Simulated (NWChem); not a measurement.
# One shape, several levels: C2H4GaNO (SMILES [CH3][GaH][N]=C=O)

Aim: a comparison of 3 runs (HF/STO-3G, HF/3-21G, B3LYP/6-31G*) of C2H4GaNO. 

The calculation is run with NWChem 7.3.0.

### Step 1. The system as given

C2H4GaNO has 9 atoms, charge 0, and is taken as a singlet. As SMILES, `[CH3][GaH][N]=C=O`. The shape is that of a PBE0-D4/def2-TZVP optimisation. This is one conformer, not always the lowest.

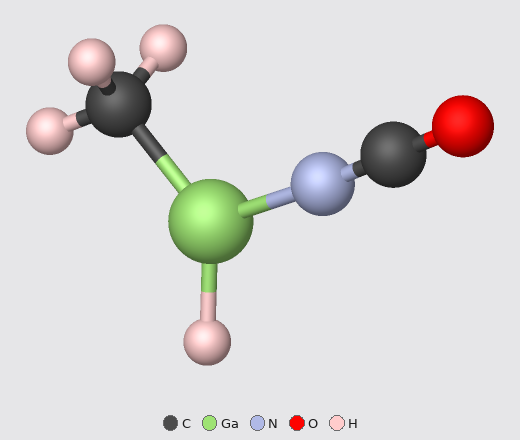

The structure, seen from a chosen angle (carbon dark grey, gallium green, nitrogen light blue, oxygen red, hydrogen pink).

### Step 2. Energy and gradient at HF/STO-3G (run 1)

File job.xyz:

```xyz
9
C2H4GaNO
C     -1.445900    -0.842200     0.120700
Ga     0.423100    -0.715000    -0.420200
N      1.233900     0.890600    -0.031000
C      1.700700     1.950400     0.250600
O      2.164000     2.989900     0.524300
H     -2.036700    -0.113100    -0.439600
H     -1.540900    -0.592600     1.179800
H     -1.860000    -1.835600    -0.051100
H      1.361700    -1.732300    -1.133500
```

File run.py:

```python
from ase.io import read
from ase.calculators.nwchem import NWChem

system = read('job.xyz')

calc = NWChem(
    label='job',
    theory='scf',
    memory='2200 mb',
    basis='STO-3G',
    basispar='spherical bse',
    scf={'nopen': '0', 'rhf': None, 'thresh': '1e-08', 'maxiter': '80', 'print': 'low'},
)
system.calc = calc

forces = system.get_forces()
print(f"energy = {system.get_potential_energy():.6f} eV")
print("forces (eV/A):")
for s, f in zip(system.symbols, forces):
    print(f"{s:2s} {f[0]:10.5f} {f[1]:10.5f} {f[2]:10.5f}")
```

Started as:

```console
$ export ASE_NWCHEM_COMMAND="nwchem PREFIX.nwi > PREFIX.nwo"
$ python run.py
```

Output:

```text
energy = -57296.605366 eV
forces (eV/A):
C     2.03503    0.44506   -0.50363
Ga    1.86127    2.01780    0.20733
N    -2.44887   -4.93945   -1.21228
C    -1.05929   -2.26843   -0.58493
O     1.28010    2.81988    0.73678
H     0.08803   -0.38001    0.27907
H    -0.15036   -0.18373   -0.41518
H     0.03677    0.43858    0.13493
H    -1.64268    2.05030    1.35790
```

The calculator wrote job.nwi:

```
title "job"

permanent_dir job

scratch_dir job

start job

geometry units angstrom nocenter noautosym noautoz
  C  -1.4459000000000000e+00 -8.4219999999999995e-01 1.2070000000000000e-01
  Ga 4.2309999999999998e-01 -7.1499999999999997e-01 -4.2020000000000002e-01
  N  1.2339000000000000e+00 8.9059999999999995e-01 -3.1000000000000000e-02
  C  1.7007000000000001e+00 1.9503999999999999e+00 2.5059999999999999e-01
  O  2.1640000000000001e+00 2.9899000000000000e+00 5.2429999999999999e-01
  H  -2.0367000000000002e+00 -1.1310000000000001e-01 -4.3959999999999999e-01
  H  -1.5408999999999999e+00 -5.9260000000000002e-01 1.1798000000000000e+00
  H  -1.8600000000000001e+00 -1.8355999999999999e+00 -5.1100000000000000e-02
  H  1.3616999999999999e+00 -1.7323000000000000e+00 -1.1335000000000000e+00
end

memory 2200 mb

basis spherical bse noprint
   * library STO-3G
end

scf
  nopen 0
  rhf
  thresh 1e-08
  maxiter 80
  print low
end

task scf gradient
```

job.nwo:

```text
Northwest Computational Chemistry Package (NWChem) 7.3.0
             --------------------------------------------------------

           Job information
           ---------------

    nwchem branch   = 7.3.0
    use scalapack   = T
    input           = job.nwi
    prefix          = job.
    data base       = job/job.db
    status          = startup
    nproc           =        1

           Memory information
           ------------------

    heap     =     72089598 doubles =      550.0 Mbytes
    stack    =     72089595 doubles =      550.0 Mbytes
    global   =    144179200 doubles =     1100.0 Mbytes (distinct from heap & stack)
    total    =    288358393 doubles =     2200.0 Mbytes
    verify   = yes
    hardfail = no

           Directory information
           ---------------------

  0 permanent = job
  0 scratch   = job

                                NWChem Input Module
                                -------------------

                                        job
                                        ---

[... 27 lines left out ...]
            Nuclear Dipole moment (a.u.)
[... 52 lines left out ...]
                                        job

  ao basis        = "ao basis"
  functions       =    42
  atoms           =     9
  closed shells   =    31
  open shells     =     0
  charge          =   0.00
  wavefunction    = RHF
  input vectors   = atomic
  output vectors  = job/job.movecs
  use symmetry    = F
  symmetry adapt  = F

 Forming initial guess at       0.0s

 Starting SCF solution at       0.2s

       Final RHF  results
       ------------------

         Total SCF energy =  -2105.611427330861
      One-electron energy =  -3541.098675347911
      Two-electron energy =   1138.412931832824
 Nuclear repulsion energy =    297.074316184226

        Time for solution =      9.8s

                              NWChem Gradients Module
                              -----------------------

                         RHF ENERGY GRADIENTS

    atom               coordinates                        gradient
                 x          y          z           x          y          z
   1 C      -2.732355  -1.591527   0.228090   -0.039575  -0.008655   0.009794
   2 Ga      0.799543  -1.351154  -0.794063   -0.036196  -0.039240  -0.004032
   3 N       2.331733   1.682990  -0.058582    0.047623   0.096057   0.023575
[... 5 lines of this table left out ...]
   9 H       2.573240  -3.273572  -2.142004    0.031945  -0.039872  -0.026407

 Task  times  cpu:       11.9s     wall:       11.9s
 Total times  cpu:       11.9s     wall:       11.9s
```

It took 13 s on 1 thread of Intel Xeon Platinum 8259CL at 2.50GHz (Skylake/Cascade Lake), shared host; peak memory 0.099 GiB.

### Step 3. Energy and gradient at HF/3-21G (run 2)

File input.nw:

```
start input
memory 2200 mb
geometry units angstrom noautosym nocenter noautoz
C       -1.445900      -0.842200       0.120700
Ga       0.423100      -0.715000      -0.420200
N        1.233900       0.890600      -0.031000
C        1.700700       1.950400       0.250600
O        2.164000       2.989900       0.524300
H       -2.036700      -0.113100      -0.439600
H       -1.540900      -0.592600       1.179800
H       -1.860000      -1.835600      -0.051100
H        1.361700      -1.732300      -1.133500
end
basis spherical bse
* library 3-21G
end
scf
thresh 1e-08
maxiter 80
end
task scf gradient
```

Started as:

```console
$ nwchem input.nw > input.out
```

Output:

```text
[...]
  functions       =    66
[...]
  wavefunction    = RHF
[...]
         Total SCF energy =  -2120.131298926683
      One-electron energy =  -3545.601545444335
      Two-electron energy =   1128.395930333425
 Nuclear repulsion energy =    297.074316184226
        Time for solution =      7.2s
[...]
                         RHF ENERGY GRADIENTS
    atom               coordinates                        gradient
                 x          y          z           x          y          z
   1 C      -2.732355  -1.591527   0.228090    0.004116   0.000965  -0.000335
   2 Ga      0.799543  -1.351154  -0.794063   -0.012659  -0.021478  -0.004844
   3 N       2.331733   1.682990  -0.058582   -0.001742  -0.010650  -0.003922
   4 C       3.213857   3.685722   0.473565    0.013115   0.032394   0.009126
   5 O       4.089367   5.650092   0.990783   -0.003198  -0.007289  -0.001984
   6 H      -3.848805  -0.213728  -0.830724   -0.000418   0.003907  -0.003148
   7 H      -2.911879  -1.119852   2.229499    0.001678   0.001927   0.004420
   8 H      -3.514890  -3.468781  -0.096565   -0.000238  -0.004841  -0.001564
   9 H       2.573240  -3.273572  -2.142004   -0.000653   0.005066   0.002250
[...]
```

Run time: 11 s. Hardware: 1 thread of Intel Xeon Platinum 8259CL at 2.50GHz (Skylake/Cascade Lake), shared host; peak memory 0.099 GiB.

### Step 4. Energy and forces at B3LYP/6-31G(d) (Cartesian functions) (run 3)

File test.nw:

```
start test
title "C2H4GaNO"
memory stack 880 mb heap 220 mb global 1100 mb

geometry units angstrom noautosym nocenter noautoz
  C    -1.445900   -0.842200    0.120700
  Ga    0.423100   -0.715000   -0.420200
  N     1.233900    0.890600   -0.031000
  C     1.700700    1.950400    0.250600
  O     2.164000    2.989900    0.524300
  H    -2.036700   -0.113100   -0.439600
  H    -1.540900   -0.592600    1.179800
  H    -1.860000   -1.835600   -0.051100
  H     1.361700   -1.732300   -1.133500
end

basis cartesian
  * library 6-31G*
end

dft
  xc b3lyp
  grid fine
  convergence energy 1e-08
  maxiter 100
  mulliken
end

task dft gradient
```

Started as:

```console
$ nwchem test.nw > test.out
```

Output:

```text
[...]
          Wavefunction type:  closed shell.
          No. of atoms     :     9
          No. of electrons :    62
[...]
          Charge           :     0
          Spin multiplicity:     1
[...]
          AO basis - number of functions:   103
[...]
              XC Information
              --------------
                         B3LYP Method XC Potential
                     Hartree-Fock (Exact) Exchange  0.200
                        Slater Exchange Functional  0.800 local
                    Becke 1988 Exchange Functional  0.720 non-local
              Lee-Yang-Parr Correlation Functional  0.810
                  VWN I RPA Correlation Functional  0.190 local
[...]
 d= 0,ls=0.0,diis     1  -2133.1442324219 -2.43D+03  1.34D-02  1.52D+00     4.8
[...]
 d= 0,ls=0.0,diis    11  -2133.2552778020 -5.22D-09  2.34D-07  8.65D-10    38.5
         Total DFT energy =    -2133.255277802042
      One electron energy =    -3556.711422178399
           Coulomb energy =     1229.297727249040
    Exchange-Corr. energy =     -102.915899056909
 Nuclear repulsion energy =      297.074316184226
[...]
      Total Density - Mulliken Population Analysis
     ---------------------------------------------
    Atom       Charge   Shell Charges
 -----------   ------   -------------------------------------------------------
    1 C    6     6.60   1.99  0.67  2.11  0.65  1.15  0.02
    2 Ga  31    30.68   2.00  1.99  6.00  1.95  5.99  1.28  1.42  0.04  0.06  6.86  2.95  0.15
    3 N    7     7.43   1.99  0.77  2.50  0.83  1.33  0.01
    4 C    6     5.46   1.99  0.74  1.98  0.20  0.50  0.05
    5 O    8     8.42   1.99  0.92  2.88  0.99  1.64  0.01
    6 H    1     0.82   0.52  0.30
    7 H    1     0.81   0.52  0.30
    8 H    1     0.82   0.52  0.30
    9 H    1     0.97   0.48  0.48
[...]
  wavefunction    = closed shell
                         DFT ENERGY GRADIENTS
    atom               coordinates                        gradient
                 x          y          z           x          y          z
   1 C      -2.732355  -1.591527   0.228090    0.002603  -0.000053  -0.000770
   2 Ga      0.799543  -1.351154  -0.794063    0.000030   0.003670   0.001480
   3 N       2.331733   1.682990  -0.058582    0.004810   0.012557   0.003539
   4 C       3.213857   3.685722   0.473565    0.001559   0.003524   0.000995
   5 O       4.089367   5.650092   0.990783   -0.009678  -0.021662  -0.005735
   6 H      -3.848805  -0.213728  -0.830724    0.001099  -0.001179   0.001151
   7 H      -2.911879  -1.119852   2.229499    0.000197  -0.000202  -0.001955
   8 H      -3.514890  -3.468781  -0.096565    0.000646   0.002039   0.000372
   9 H       2.573240  -3.273572  -2.142004   -0.001266   0.001307   0.000923
[...]
```

Run time: 56 s. Hardware: 1 thread of Intel Xeon Platinum 8259CL at 2.50GHz (Skylake/Cascade Lake), shared host; peak memory 0.13 GiB.

### Step 5. Overview of the runs

| run | level | Cartesian functions | iteration cap | energy (Eh) | largest force (eV/Å) | wall time |
| --- | --- | --- | --- | --- | --- | --- |
| 1 | HF/STO-3G | no | 80 | -2105.611427 | 5.645 | 13 s |
| 2 | HF/3-21G | no | 80 | -2120.131299 | 1.857 | 11 s |
| 3 | B3LYP/6-31G* (Cartesian functions) | yes | 100 | -2133.255278 | 1.255 | 56 s |

### Step 6. Outcome

| quantity | value |
| --- | --- |
| run 3: total energy | -2133.25528 Eh |
| run 3: dipole moment | 3.47 D |
| run 3: HOMO energy | -7.40 eV |
| run 3: LUMO energy | -1.67 eV |
| run 3: HOMO–LUMO gap | 5.73 eV |
| run 3: largest force on an atom | 1.255 eV/Å |

What this shows: In run 1 the basis is minimal, so the values are rough. All runs together took 80 s, the longest 56 s.
